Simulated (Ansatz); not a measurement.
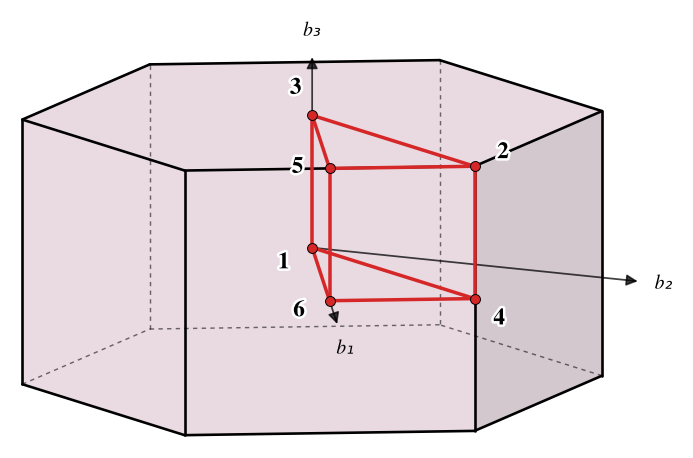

For Mg, the input geometry of an electronic-structure calculation (not necessarily at equilibrium): the first Brillouin zone of a primitive hexagonal lattice (hP; extended symbol hP2) is drawn with its special points numbered. Geometry calculated from the standardised cell; symmetry tolerance 0.002 Å.

a = 3.205 Å, b = 3.205 Å, c = 5.159 Å, α = 90.00°, β = 90.00°, γ = 120.00°.

Labels and path follow the convention of Hinuma et al. (2017), as computed by seekpath; the arrows show the directions of the reciprocal primitive vectors b₁, b₂, b₃, in which coordinates are given.

> Which special point is each number?

```
no.  label      coordinates
  1      Γ        (0, 0, 0)
  2      H  (1/3, 1/3, 1/2)
  3      A      (0, 0, 1/2)
  4      K    (1/3, 1/3, 0)
  5      L    (1/2, 0, 1/2)
  6      M      (1/2, 0, 0)
```
